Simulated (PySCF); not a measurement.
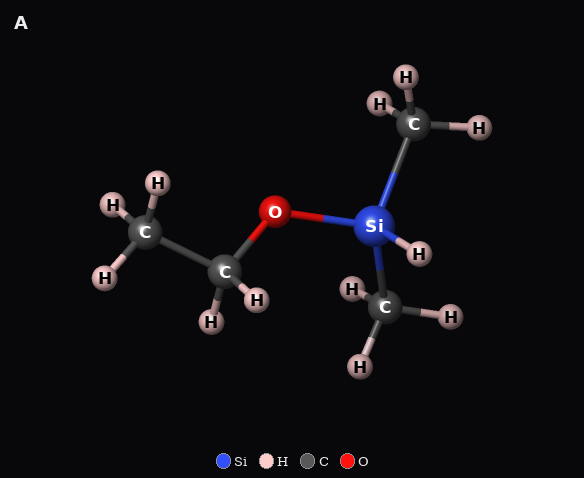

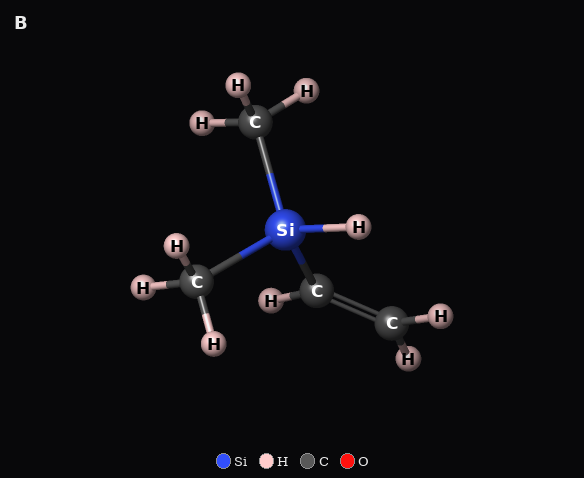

Two related species, optimised with PBE0-D3(BJ)/def2-SVP; properties computed with PySCF 2.14.0. Both: charge 0, singlet.

### What are A and B?

A is SiHMe2(OEt) (CCO[SiH](C)C), B is SiHMe2(vinyl) (C=C[SiH](C)C).

Compare them. With PBE0/pcSseg-1: dipole moment (D), HOMO–LUMO gap (eV), HOMO energy (Kohn–Sham orbital) (eV), shielding of Si (ppm), Hirshfeld charge of Si (e), IAO charge of Si (e). With B3LYP/def2-SVPD: lowest vertical singlet excitation (eV), mean static polarisability (bohr³). With PBE0-D3(BJ)/def2-SVP: mean Si–C length (Å), mean Si–H length (Å).

```json
{"quantity": "dipole moment (D)", "A": "0.84", "B": "0.50"}
{"quantity": "HOMO–LUMO gap (eV)", "A": "9.09", "B": "7.50"}
{"quantity": "HOMO energy (Kohn–Sham orbital) (eV)", "A": "−7.68", "B": "−7.70"}
{"quantity": "shielding of Si (ppm)", "A": "343.0", "B": "363.7"}
{"quantity": "Hirshfeld charge of Si (e)", "A": "0.42", "B": "0.37"}
{"quantity": "IAO charge of Si (e)", "A": "1.15", "B": "0.94"}
{"quantity": "lowest vertical singlet excitation (eV)", "A": "6.99", "B": "6.48"}
{"quantity": "mean static polarisability (bohr³)", "A": "81.9", "B": "78.5"}
{"quantity": "mean Si–C length (Å)", "A": "1.870", "B": "1.880"}
{"quantity": "mean Si–H length (Å)", "A": "1.502", "B": "1.500"}
```

Each is one conformer, and no frequency run is at hand to confirm it as a minimum.
